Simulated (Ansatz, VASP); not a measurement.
# C (amorphous carbon at 2.60 g/cm^3): VASP beside Ansatz

Wanted: the spread between two codes on one cell, functional and k mesh. The cell is taken from a series of runs on this material, whose earlier steps may have relaxed or scaled it; both programs get it as it stands.

Program: Ansatz 0.2.0. Level of theory: plane waves, with VASP 6.6.1 beside it; single point at PBE. Results are calculated unless marked as measured.

## Step 1: Starting point

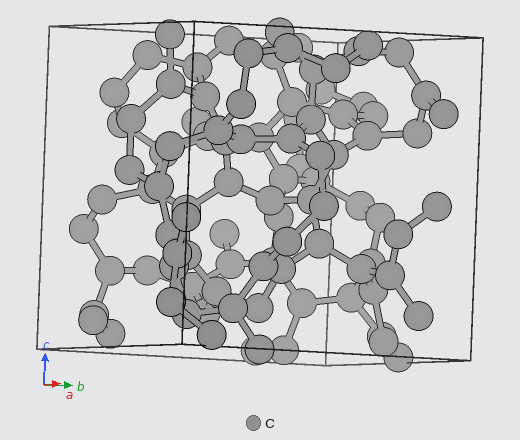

The starting structure, seen slightly off an axis (carbon grey). Bonds to atoms that aren't drawn are left out. Some periodic images of atoms are drawn too.

The cell holds 96 atoms: 96 C. Its edges and angles: a = 9.030 Å, b = 9.030 Å, c = 9.030 Å, α = 90.0°, β = 90.0°, γ = 90.0°. As first built, before any earlier steps moved the atoms: 96 atoms (96 C) placed at random at 2.6 g/cm^3, melted at 6000 K for 10 ps at fixed volume with the LCBOP (Los and Fasolino, Phys. Rev. B 68, 024107 (2003)). Quenched from 6000 K to 300 K at 200 K/ps and fixed volume, held 5 ps, then minimised at fixed cell.

## Step 2: Ansatz: single point, PBE

Ansatz runs on its default PAW (the set named soft_2) files.

A single point gives forces, pressure and levels at one fixed geometry, so differences don't come from the geometry; what else differs is listed under the comparison.

File input.yaml:

```yaml
crystal:
  lattice:
    - [9.0304, 0.0, 0.0]
    - [0.0, 9.0304, 0.0]
    - [0.0, 0.0, 9.0304]
  atoms:
    - { symbol: C, position: [0.95479, 0.21379, 0.91269] }
    - { symbol: C, position: [0.36608, 0.33393, 0.88456] }
    - { symbol: C, position: [0.56266, 0.34236, 0.65545] }
    - { symbol: C, position: [0.98193, 0.5038, 0.88118] }
    - { symbol: C, position: [0.27456, 0.24062, 0.50434] }
    - { symbol: C, position: [0.96128, 0.49161, 0.45395] }
    - { symbol: C, position: [0.01092, 0.75099, 0.0338] }
    - { symbol: C, position: [0.27171, 0.71852, 0.02932] }
    - { symbol: C, position: [0.28116, 0.59958, 0.68206] }
    - { symbol: C, position: [0.24747, 0.97255, 0.79704] }
    - { symbol: C, position: [0.12667, 0.12986, 0.11072] }
    - { symbol: C, position: [0.15372, 0.58087, 0.29054] }
    - { symbol: C, position: [0.75066, 0.83627, 0.95017] }
    - { symbol: C, position: [0.21611, 0.12543, 0.79793] }
    - { symbol: C, position: [0.28322, 0.95702, 0.48869] }
    - { symbol: C, position: [0.17056, 0.44517, 0.21359] }
    - { symbol: C, position: [0.7918, 0.45402, 0.66338] }
    - { symbol: C, position: [0.72405, 0.31473, 0.65527] }
    - { symbol: C, position: [0.32754, 0.45872, 0.97413] }
    - { symbol: C, position: [0.19426, 0.31626, 0.62143] }
    - { symbol: C, position: [0.57768, 0.47149, 0.14263] }
    - { symbol: C, position: [0.14566, 0.78997, 0.97185] }
    - { symbol: C, position: [0.82245, 0.18613, 0.67508] }
    - { symbol: C, position: [0.03383, 0.61597, 0.38815] }
    - { symbol: C, position: [0.91852, 0.36743, 0.93752] }
    - { symbol: C, position: [0.09028, 0.10089, 0.3763] }
    - { symbol: C, position: [0.99936, 0.87414, 0.75735] }
    - { symbol: C, position: [0.61475, 0.8055, 0.69295] }
    - { symbol: C, position: [0.6567, 0.6715, 0.6263] }
    - { symbol: C, position: [0.11528, 0.20606, 0.70899] }
[... 60 atom lines left out ...]
    - { symbol: C, position: [0.35446, 0.64099, 0.43714] }
    - { symbol: C, position: [0.37677, 0.00185, 0.08421] }
    - { symbol: C, position: [0.52439, 0.03349, 0.54894] }
    - { symbol: C, position: [0.63049, 0.88183, 0.05799] }
    - { symbol: C, position: [0.93338, 0.84748, 0.13169] }
    - { symbol: C, position: [0.2051, 0.83751, 0.56026] }
kpoints:
  mp_grid: { grid: [1, 1, 1] }
hamiltonian:
  xc: pbe
scf:
  occupations: { method: fermi_dirac, width: 0.025 }
output:
  forces: true
```

The run is started by

```
> ansatz run input.yaml --threads 4 --pin off --max-ram 8192MiB --backend cpu --events-out ev --progress --plain --runs-dir out
```

Numbers of over 12 decimals in the logs are rounded to 6 here.

The program printed:

```text
Engine: ansatz 0.2.0, x86_64-unknown-linux-gnu
Pseudopotentials: kind: paw
Pseudopotential: C, paw, valence charge 4, recommended cutoff 420 eV (normal), C.paw.azcp
Functional definition: PBE
  parameter kappa = 0.804
  parameter beta = 0.066725
  exchange = pbe_x(kappa = kappa, mu = beta*pi^2/3)
  correlation = pbe_c(beta = beta)
Crystal: 96 atoms, lattice volume = 736.412 Å³
Basis set: ecut = 420 eV, 14363 PW (Γ), exchange–correlation on 128×128×128 points (8 copies of the dense FFT grid, shifted against one another)
Bands: 288, of which v1, the nominal top of the filled ones, is band 192 counted from 1 (191 counted from 0)
Symmetry: 1 space group operations
Space group: P1 (ITA 1), of the structure as read, at distance tolerance 9.0e-5 Å
k-points: 1
Non-local potential: C, projectors of the file, l = 0: 2, l = 1: 2, l = 2: 1
PAW form: soft (Blöchl's): semilocal exchange-correlation on the pseudo side does not see the compensation charge
PAW one-centre angular grid: C, 110 points (default); XC on 64 Gauss nodes
Initial density: superposition of atomic densities (neutral atoms: chi_scale 0, normalization atom), corrected by the library's trained network
Initial wavefunctions: pseudopotential atomic-orbital guess
Functional: x = pbe(κ = 0.804, μ = 0.219515), c = pbe(β = 0.066725)
SCF iter   1: F=—  HF=-23995.295085 eV  |F-HF|=—  |Δ(HF+E_count)|=         —  Δρ=1.54e-2  dr2=2.00e0  ethr=1.77e-3  ⟨swp⟩=6.0  Hψ=1269  notcnv=0  defer=47
preconditioner: auto → Kerker (q_TF=auto, 2.448 Å⁻¹)  [metal: Δε(μ)=0.042 eV  Ē_g=14.689 eV  σ=0.025 eV  W_gap=0.40  n_scr=178 (ndim 8)  ℏωp=26.8 eV  f_vac=0.007  D(μ)=35.77/eV (n_scr^D=340)]
SCF iter   2: F=—  HF=-23995.077019 eV  |F-HF|=—  |Δ(HF+E_count)|=   2.18e-1  Δρ=8.35e-3  dr2=7.31e-1  ethr=5.22e-4  ⟨swp⟩=1.0  Hψ=332  notcnv=0  defer=62
SCF iter   3: F=—  HF=-23994.961951 eV  |F-HF|=—  |Δ(HF+E_count)|=   1.15e-1  Δρ=1.51e-3  dr2=2.90e-2  ethr=1.90e-4  ⟨swp⟩=3.0  Hψ=378  notcnv=0  defer=85
SCF iter   4: F=—  HF=-23994.959938 eV  |F-HF|=—  |Δ(HF+E_count)|=   2.01e-3  Δρ=4.22e-4  dr2=4.00e-3  ethr=7.54e-6  ⟨swp⟩=3.0  Hψ=384  notcnv=0  defer=85
SCF iter   5: F=—  HF=-23994.959832 eV  |F-HF|=—  |Δ(HF+E_count)|=   1.06e-4  Δρ=1.75e-4  dr2=5.42e-4  ethr=1.04e-6  ⟨swp⟩=3.0  Hψ=330  notcnv=0  defer=85
SCF iter   6: F=—  HF=-23994.959861 eV  |F-HF|=—  |Δ(HF+E_count)|=   2.94e-5  Δρ=7.87e-5  dr2=1.05e-4  ethr=1.41e-7  ⟨swp⟩=3.0  Hψ=374  notcnv=0  defer=85
SCF iter   7: F=—  HF=-23994.959871 eV  |F-HF|=—  |Δ(HF+E_count)|=   9.62e-6  Δρ=3.12e-5  dr2=1.69e-5  ethr=2.73e-8  ⟨swp⟩=2.0  Hψ=244  notcnv=0  defer=85
SCF iter   8: F=—  HF=-23994.961331 eV  |F-HF|=—  |Δ(HF+E_count)|=   1.46e-3  Δρ=1.03e-5  dr2=2.12e-6  ethr=4.40e-9  ⟨swp⟩=3.0  Hψ=526  notcnv=0  defer=85
SCF iter   9: F=—  HF=-23994.961332 eV  |F-HF|=—  |Δ(HF+E_count)|=   4.32e-7  Δρ=3.50e-6  dr2=2.68e-7  ethr=5.53e-10  ⟨swp⟩=2.0  Hψ=253  notcnv=0  defer=85
SCF iter  10: F=-23994.961332 eV  HF=-23994.961332 eV  |F-HF|=8.18e-9  |Δ(HF+E_count)|=   4.49e-8  Δρ=1.21e-6  dr2=2.71e-8  ethr=2.60e-11  ⟨swp⟩=4.0  Hψ=810  notcnv=0
SCF 1 converged in 10 iterations: F = -23994.961332 eV  dr2 = 2.71e-8
  greatest PAW one-centre occupation: 0.694 electrons in one spin orbital (limit 2), on the C atom at site 33 (counted from 0), in its partial waves of l = 0
SCF converged after 10 iterations
Free energy (F): -23994.961332 eV
Harris-Foulkes:  -23994.961332 eV  (|F-HF|=8.18e-9)
Internal energy: -23994.883501 eV  (E = F + TS)
E sigma→0 (E₀):  -23994.922416 eV
Entropy (-TS):   -0.077831 eV (-0.811 meV/atom)
Fermi energy:    8.724201 eV
--- Per-component energies (eV) ---
  E_band       = -86.796435
  E_kinetic    = 8760.754861
  E_local      = -11711.890393  (includes V_loc(G=0)·N_el)
  E_nonlocal   = 2634.937164
  E_hartree    = 3292.827982
  E_xc         = -4611.325948
  E_vxc        = -5712.695766  (∫ρ·V_xc dr)
  E_paw        = -9529.737647  (= ΣΔE_a)
  E_vpaw       = -643.560431  (= ΣTr[D̂ρ^β])
  E_aug_tail   = 0.000709  (compensation charges beyond the density's cutoff)
  E_ewald      = -12830.450228
  E_smearing   = -0.077831  (= −TS)
  E_closure    = -0.000000  (closes the sum)
  Σ components = -23994.961332   (vs F -23994.961332, Δ=0.00e0)
--- Forces (eV/Å), atoms counted from 1 ---
  atom   1  C      0.12508545    -1.84956814     1.05677491
  atom   2  C     -0.56932389     1.20500222     0.36977923
  atom   3  C     -0.45070219     0.08014704     1.17084656
  atom   4  C     -0.15197889    -1.38655294     0.11444829
  atom   5  C      3.17598112     1.38216240    -0.50239690
  atom   6  C     -0.14075896     0.07528976     0.30338634
  atom   7  C     -2.18184861    -1.06526089     0.12086426
  atom   8  C     -0.38750619     0.42892968    -0.35771098
  atom   9  C      2.11215493     0.01984696     2.52659613
  atom  10  C      0.51769217    -1.53568142    -0.05961219
  atom  11  C     -0.15353918    -0.66110989    -1.68081041
  atom  12  C     -0.95326779    -1.85959152    -1.32204503
  atom  13  C      0.54286518    -1.11465819     1.69481711
  atom  14  C      1.19867620     0.64973907     0.52172756
  atom  15  C     -1.96812201    -1.40853171    -0.01124040
  atom  16  C     -1.14440006     0.36329646     0.71783543
  atom  17  C     -2.61099703    -3.28768376     0.17266571
  atom  18  C      2.79579594    -0.11392295    -0.00274389
  atom  19  C      0.86721310     1.58936268    -0.33080086
  atom  20  C      0.44789599     1.36973338    -0.17390112
  atom  21  C     -0.39266426    -0.77137613    -0.79652883
  atom  22  C      2.61588574     1.58932812    -2.40123574
  atom  23  C     -0.83617096     1.04222137    -0.92370111
  atom  24  C      0.99735709    -2.06936890     0.43344530
[...]
atom  89  C      0.08042877     0.27627339    -0.19860385
  atom  90  C     -0.97416894     0.09382445    -1.47390315
  atom  91  C     -0.89022756     1.33475702     1.05179134
  atom  92  C      0.45219739     1.87850816    -1.27166813
  atom  93  C      0.25380115     0.28522338     1.06215022
  atom  94  C     -1.22736786     0.51775944     0.30996528
  atom  95  C     -0.29360589     3.12286732    -0.44974021
  atom  96  C      0.16663613     0.95900577    -1.74437616
  max |Σ_I F_I| component: 5.17e-5 eV/Å
```

In the SCF lines HF is the Harris–Foulkes energy and dr2 the Hartree energy of the density residual, in eV; the loop may stop once dr2 is under the threshold and the program's other checks hold. Hψ counts applications of the Hamiltonian.

## Step 3: VASP: single point, PBE

The same cell, functional, mesh and smearing now go to VASP, with its own data sets and cutoff.

Lines of VASP's logs that name or quote its potential files are left out, and so is its time.

File INCAR:

```
SYSTEM = C
PREC = Accurate
ENCUT = 520
EDIFF = 1E-05
NELM = 100
ISMEAR = -1
SIGMA = 0.025
LREAL = Auto
ALGO = Fast
GGA = PE
NBANDS = 259
LORBIT = 11
LWAVE = .FALSE.
LCHARG = .FALSE.
ISIF = 2
```

File POSCAR:

```
C
1.0
    9.0304000000      0.0000000000      0.0000000000
    0.0000000000      9.0304000000      0.0000000000
    0.0000000000      0.0000000000      9.0304000000
C
96
Direct
    0.9547900000      0.2137900000      0.9126900000
    0.3660800000      0.3339300000      0.8845600000
    0.5626600000      0.3423600000      0.6554500000
    0.9819300000      0.5038000000      0.8811800000
    0.2745600000      0.2406200000      0.5043400000
    0.9612800000      0.4916100000      0.4539500000
    0.0109200000      0.7509900000      0.0338000000
    0.2717100000      0.7185200000      0.0293200000
    0.2811600000      0.5995800000      0.6820600000
    0.2474700000      0.9725500000      0.7970400000
    0.1266700000      0.1298600000      0.1107200000
    0.1537200000      0.5808700000      0.2905400000
    0.7506600000      0.8362700000      0.9501700000
    0.2161100000      0.1254300000      0.7979300000
    0.2832200000      0.9570200000      0.4886900000
    0.1705600000      0.4451700000      0.2135900000
    0.7918000000      0.4540200000      0.6633800000
    0.7240500000      0.3147300000      0.6552700000
    0.3275400000      0.4587200000      0.9741300000
    0.1942600000      0.3162600000      0.6214300000
    0.5776800000      0.4714900000      0.1426300000
    0.1456600000      0.7899700000      0.9718500000
    0.8224500000      0.1861300000      0.6750800000
    0.0338300000      0.6159700000      0.3881500000
    0.9185200000      0.3674300000      0.9375200000
    0.0902800000      0.1008900000      0.3763000000
    0.9993600000      0.8741400000      0.7573500000
    0.6147500000      0.8055000000      0.6929500000
    0.6567000000      0.6715000000      0.6263000000
    0.1152800000      0.2060600000      0.7089900000
[... 60 atom lines left out ...]
    0.3544600000      0.6409900000      0.4371400000
    0.3767700000      0.0018500000      0.0842100000
    0.5243900000      0.0334900000      0.5489400000
    0.6304900000      0.8818300000      0.0579900000
    0.9333800000      0.8474800000      0.1316900000
    0.2051000000      0.8375100000      0.5602600000
```

File KPOINTS:

```
Automatic mesh
0
Gamma
1 1 1
0 0 0
```

Potentials, in the order of the species: C (PBE family, release 64).

The run is started by

```
> export OMP_NUM_THREADS=5
> mpirun -np 1 vasp_gam
```

The program printed:

```text
[banner, memory and clock lines left out]
running    1 mpi-ranks, on    1 nodes
[...]
Offloading initialized ...    1 GPUs detected
[...]
LDA part: xc-table for (Slater+PW92), standard interpolation
 POSCAR, INCAR and KPOINTS ok, starting setup
[...]
entering main loop
       N       E                     dE             d eps       ncg     rms          rms(c)
DAV:   1     0.266466377734E+04    0.26647E+04   -0.22881E+05   526   0.150E+03
DAV:   2    -0.598167895447E+03   -0.32628E+04   -0.30654E+04   681   0.343E+02
DAV:   3    -0.834637686501E+03   -0.23647E+03   -0.22805E+03   612   0.913E+01
DAV:   4    -0.840746466541E+03   -0.61088E+01   -0.60609E+01   612   0.158E+01
[...]
RMM:  16    -0.790103673644E+03   -0.63636E-04   -0.11684E-04   581   0.212E-02    0.216E-02
RMM:  17    -0.790103687665E+03   -0.14021E-04   -0.37382E-05   451   0.112E-02    0.107E-02
RMM:  18    -0.790103690170E+03   -0.25046E-05   -0.81686E-06   321   0.529E-03
   1 F= -.79010369E+03 E0= -.79006480E+03  d E =-.777706E-01
```

OUTCAR, selected parts (step 3):

```text
  FREE ENERGIE OF THE ION-ELECTRON SYSTEM (eV)
  ---------------------------------------------------
  free  energy   TOTEN  =      -790.1036901696 eV

  energy  without entropy=     -790.0259195500  energy(sigma->0) =     -790.06480486
```

The gap is under twice the smearing width, so the edge states are partly filled and the run can't tell a small gap from a semimetal.

## Step 4: Side by side

Known differences besides the PAW data sets themselves: the cutoff is 420 eV in Ansatz and 520 eV in VASP (PREC = Accurate, projectors in real space); VASP leaves aspherical gradient terms in its spheres out (LASPH is not set), Ansatz keeps them. Total energies have different zeros and are not compared.

Forces on 10 of the 96 atoms, picked by the larger force of the two programs (eV/Å; atoms numbered as in POSCAR):

```
atom         Ansatz x, y, z           VASP x, y, z
  C5   3.176, 1.382, -0.502   3.172, 1.383, -0.508
  C9    2.112, 0.020, 2.527   2.110, -0.010, 2.544
 C17  -2.611, -3.288, 0.173  -2.603, -3.290, 0.174
 C22   2.616, 1.589, -2.401   2.632, 1.589, -2.403
 C26  -3.585, -2.155, 1.961  -3.589, -2.150, 1.961
 C32  -1.319, -0.471, 3.709  -1.319, -0.474, 3.715
 C42  -0.234, 3.719, -1.078  -0.221, 3.736, -1.068
 C58  -2.721, -1.461, 1.548  -2.720, -1.477, 1.515
 C73    0.864, 2.268, 3.041    0.880, 2.248, 3.057
 C85   -0.776, 0.484, 4.436   -0.778, 0.482, 4.466
```

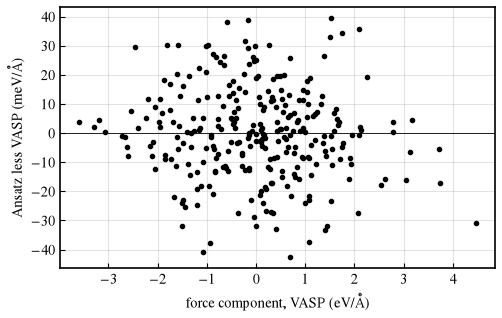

Difference of the force components against their size.

The forces differ by 16 meV/Å r.m.s., which is 1.2 % of the r.m.s. force of 1.32 eV/Å (both taken over all components).

## Step 5: Results

```
r.m.s. force difference (single point, PBE) : 1.2 % of the r.m.s. force
```

**Reading.** The r.m.s. force difference is 1.2 % of the r.m.s. force (single point, PBE), within the 3 % picked in this series as the mark of a large difference. How closely two codes agree says nothing of how well the functional describes the real material.

[Lines on the potential files, build, host, timing and source positions are cut from VASP's logs without a mark.]

[Logs are printed without paths, hosts, clocks, repeated set-up lines and the standing remarks that a program may print on its own settings, such as how far it seeks lower states.]

[Hosts, paths, dates, database ids (printed as entryN), source tags and the programs' standing remarks are cut or masked in the printed files.]
